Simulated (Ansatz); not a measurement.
Cd3SeS2

Input file:

```
crystal:
  lattice:
    - [4.257022433, 0.0, 0.0]
    - [-2.1285112165, 3.6866895714, 0.0]
    - [0.0, 0.0, 20.8231224]
  atoms:
    - { symbol: Cd, position: [0.6666666667, 0.3333333333, 0.999785] }
    - { symbol: Cd, position: [0.6666666667, 0.3333333333, 0.338002] }
    - { symbol: Cd, position: [0.6666666667, 0.3333333333, 0.661789] }
    - { symbol: Cd, position: [0.3333333333, 0.6666666667, 0.161789] }
    - { symbol: Cd, position: [0.3333333333, 0.6666666667, 0.499785] }
    - { symbol: Cd, position: [0.3333333333, 0.6666666667, 0.838002] }
    - { symbol: Se, position: [0.6666666667, 0.3333333333, 0.790764] }
    - { symbol: Se, position: [0.3333333333, 0.6666666667, 0.290764] }
    - { symbol: S, position: [0.6666666667, 0.3333333333, 0.123356] }
    - { symbol: S, position: [0.6666666667, 0.3333333333, 0.461304] }
    - { symbol: S, position: [0.3333333333, 0.6666666667, 0.623356] }
    - { symbol: S, position: [0.3333333333, 0.6666666667, 0.961304] }
basis:
  ecutwfc: 500
kpoints:
  mp_grid: { grid: [6, 6, 2] }
  band_path:
    path:
      - [[0.0, 0.0, 0.0], [0.5, 0.0, 0.0], [0.33333333, 0.33333333, 0.0], [0.0, 0.0, 0.0], [0.0, 0.0, 0.5], [0.5, 0.0, 0.5], [0.33333333, 0.33333333, 0.5], [0.0, 0.0, 0.5]]
      - [[0.5, 0.0, 0.5], [0.5, 0.0, 0.0]]
      - [[0.33333333, 0.33333333, 0.5], [0.33333333, 0.33333333, 0.0]]
    npoints: 10
hamiltonian:
  xc: r2scan
scf:
  occupations: { method: gaussian, width: 0.02 }
  n_extra_bands: 30
output:
  forces: true
  stress: true
  eigenvalues: true
  populations: true
  dos: { projected: true, de: 0.02, nscf_kmesh: { grid: [9, 9, 3] } }
  bader: false
  write_density: true
  write_potential: true
  elf: true
  volumetric_format: npy
```

Run with:

```sh
ansatz run input.yaml --threads 4 --pin off --max-ram 8192MiB --backend cpu --events-out ev --progress --plain --runs-dir out
```

Below, planes, directions and counts refer to the conventional cell (a = 4.26 Å, b = 4.26 Å, c = 20.82 Å, α = 90.00°, β = 90.00°, γ = 120.00°).

Space group P6₃mc; a structure generated by program, which may or may not match a known phase.

Computed with DFT r2SCAN, scalar-relativistic, plane waves, PAW in Ansatz 0.2.0.

What can the converged valence pseudo-density and electron localisation function tell about the bonding?

Answer. Cd–S (2.57 Å): ρ is about 0.39 e/Å³ halfway; the ELF peaks at about 0.90 in the valence shell of S, 0.9 Å from its nucleus, and is about 0.35 at the midpoint.

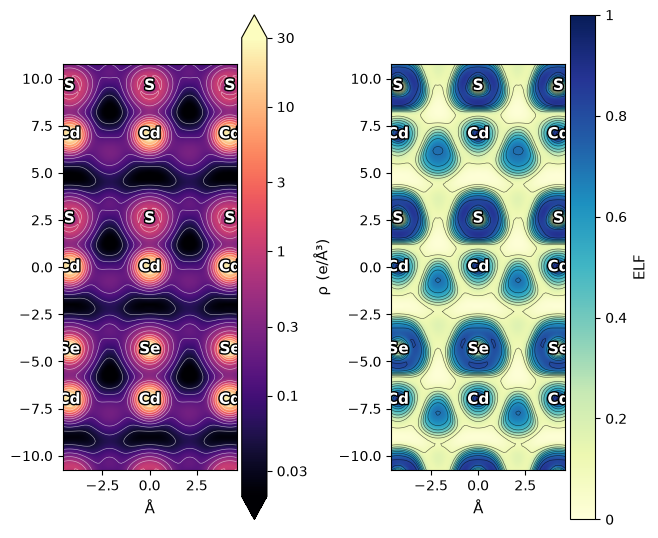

Computed valence pseudo-density and electron localisation function on the (010) plane of the conventional cell, in this order. 

The density is the valence pseudo-density of a PAW calculation; it isn't the true density close to the nuclei.
